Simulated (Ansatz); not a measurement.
# Calculations on GeHBrCl₃F

### Relaxation

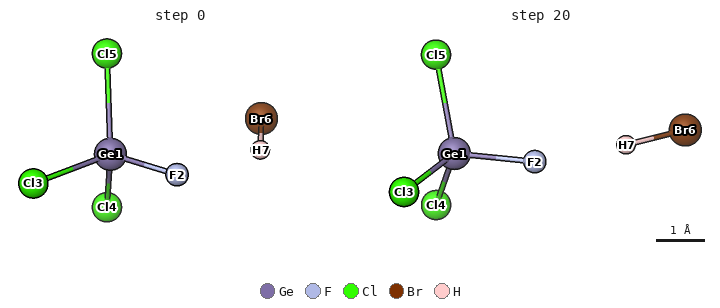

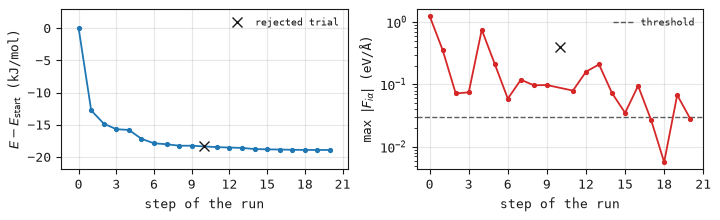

First and last geometry of a relaxation of GeHBrCl3F, with the history of the run. A ball-and-stick model, seen at a tilt.

The run prepares an end point of a later path (reaction) calculation, from a guessed geometry.

Theory: RKS B3LYP/def2-SVP in Ansatz.

Input file:
```yaml
crystal:
  periodic: [false, false, false]
  atoms:
    - { symbol: Ge, position_ang: [0.171892, 0.0, -0.166924] }
    - { symbol: F, position_ang: [0.156117, 0.0, 1.543094] }
    - { symbol: Cl, position_ang: [2.252979, 0.0, -0.679759] }
    - { symbol: Cl, position_ang: [-0.717135, 1.80238, -0.888447] }
    - { symbol: Cl, position_ang: [-0.717135, -1.80238, -0.888447] }
    - { symbol: Br, position_ang: [-3.064551, 0.0, 1.435782] }
    - { symbol: H, position_ang: [-1.827966, 0.0, 2.285101] }
basis:
  gaussian: { orbitals: def2-SVP }
hamiltonian:
  xc: b3lyp
relax:
  f_tol: 0.03
  max_steps: 50
output:
  orbitals: {}
```

Run as
```bash
ansatz run input.yaml --threads 4 --pin off --max-ram 5120MiB --backend cpu --events-out ev --progress --plain --runs-dir out
```

### Did the run converge, and what did it change?

It converged. The energy falls by 18.9 kJ/mol in 19 accepted moves (20 points after the start). Largest force component: 1.3 eV/Å at the start, 0.028 eV/Å at the end. The line search rejected the trial step at point 10 of the run. The forces were under the threshold at step 17, but the run went on from there. The atom that moves furthest after the best rigid fit is Br6 (1.45 Å). Largest moves by element: Br 1.45 Å, Cl 0.65 Å, F 0.63 Å, Ge 0.34 Å, H 0.27 Å. Some distances before and after: Br6–H7 1.500 → 1.433 Å, Ge1–F2 1.710 → 1.739 Å, Ge1–Cl3 2.143 → 2.132 Å. Among the angles between lasting bonds that change: Cl4–Ge1–Cl5 115.1° → 111.7°, Cl3–Ge1–Cl4 108.9° → 112.0°, F2–Ge1–Cl3 104.4° → 106.8°. The run took 43 s on 4 threads of Intel(R) Xeon(R) 6975P-C (Granite Rapids), with other jobs on the host, peak memory 0.48 GiB.

```tsv
step	E − E(0), kJ/mol	largest force component, eV/Å	note
0	0.00	1.2503	
1	-12.76	0.3557	
2	-14.81	0.0718	
3	-15.68	0.0747	
4	-15.79	0.7541	
5	-17.17	0.2120	
6	-17.87	0.0592	
7	-18.02	0.1190	
8	-18.24	0.0970	
9	-18.25	0.0979	
10	-18.21	0.3956	rejected
11	-18.46	0.0797	
12	-18.53	0.1603	
13	-18.59	0.2095	
14	-18.76	0.0726	
15	-18.81	0.0350	
16	-18.84	0.0949	
17	-18.88	0.0268	
18	-18.90	0.0057	
19	-18.90	0.0677	
20	-18.91	0.0283
```

### Relaxation

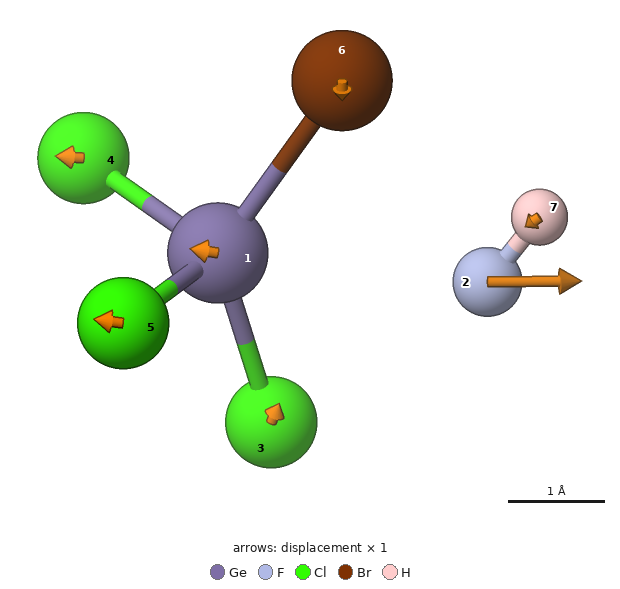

A relaxation of GeHBrCl3F. The starting structure is drawn; orange arrows show the displacements, at their true length. The two geometries are superimposed by the best rigid fit.

The picture is a ball-and-stick view, seen at a tilt.

The run prepares an end point of a later path (reaction) calculation, from a guessed geometry.

Computed with Ansatz, RKS B3LYP/def2-SVP.

Input file:
```yaml
crystal:
  periodic: [false, false, false]
  atoms:
    - { symbol: Ge, position_ang: [-0.570925, -0.000786, -0.436903] }
    - { symbol: F, position_ang: [0.111871, 0.004546, 2.381326] }
    - { symbol: Cl, position_ang: [1.529136, -0.003876, 0.023735] }
    - { symbol: Cl, position_ang: [-0.858717, 1.776089, -1.630059] }
    - { symbol: Cl, position_ang: [-0.85989, -1.773676, -1.636] }
    - { symbol: Br, position_ang: [-2.492625, -0.003808, 0.971639] }
    - { symbol: H, position_ang: [-0.60465, 0.001512, 2.966661] }
basis:
  gaussian: { orbitals: def2-SVP }
hamiltonian:
  xc: b3lyp
relax:
  f_tol: 0.03
  max_steps: 50
output:
  orbitals: {}
```

Run as
```bash
ansatz run input.yaml --threads 4 --pin off --max-ram 5120MiB --backend cpu --events-out ev --progress --plain --runs-dir out
```

### Which element moves most?

Fluorine: up to 1.01 Å, against 0.33 Å for chlorine.

### Describe the change and its energy.

F2 moves most after the best rigid fit: 1.01 Å. By element the largest moves are F 1.01 Å, Cl 0.33 Å, Ge 0.31 Å, Br 0.25 Å, H 0.20 Å. Near-neighbour distances that change, for instance: Ge1–Br6 2.383 → 2.320 Å, Ge1–Cl4 2.160 → 2.146 Å, Ge1–Cl3 2.150 → 2.141 Å. Among the angles between lasting bonds that change: Cl3–Ge1–Br6 131.4° → 109.3°, Cl4–Ge1–Br6 102.7° → 109.0°, Cl3–Ge1–Cl4 104.5° → 110.0°. After 12 accepted moves (14 points after the start) the energy has fallen by 33.7 kJ/mol. The largest force component goes from 0.51 to 0.0023 eV/Å. The line search rejected the trial steps at points 7, 9 of the run.

Limits of the set-up: the start holds two separate molecules, 2.7 Å apart at their closest, whose relative position is a soft coordinate and is computed without a dispersion correction.

### Path

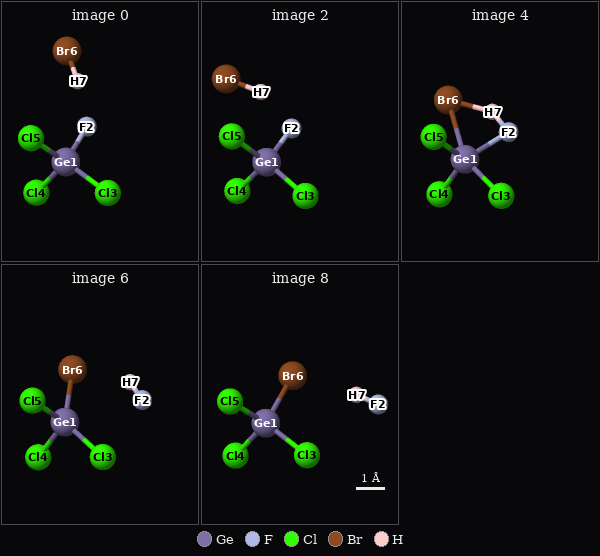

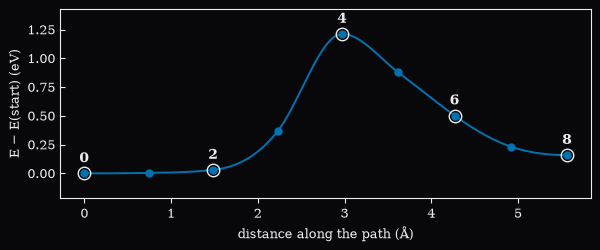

NEB run on GeHBrCl3F. Images are numbered from 0 (start) to 8 (end). A ball-and-stick model, seen from a free direction.

All numbers below come from RKS B3LYP/def2-SVP in Ansatz. Settings: 7 movable images; climbing image; force threshold 0.05 eV/Å; iteration limit 60; starting path through a guess of the saddle point.

Q: Describe the mechanism and the energy profile.

A: Forward barrier 1.21 eV, backward barrier 1.05 eV, with image 4 at the top; the reaction energy is +0.16 eV. Breaking: Br6–H7 (1.43 → 1.74 at the top → 2.54 Å), Ge1–F2 (1.74 → 1.98 at the top → 4.22 Å). Forming: F2–H7 (2.09 → 1.12 at the top → 0.93 Å), Ge1–Br6 (4.99 → 2.76 at the top → 2.32 Å). The band is converged. At the top, the vibrational analysis gives one imaginary mode (398i cm⁻¹), as a transition state must have.
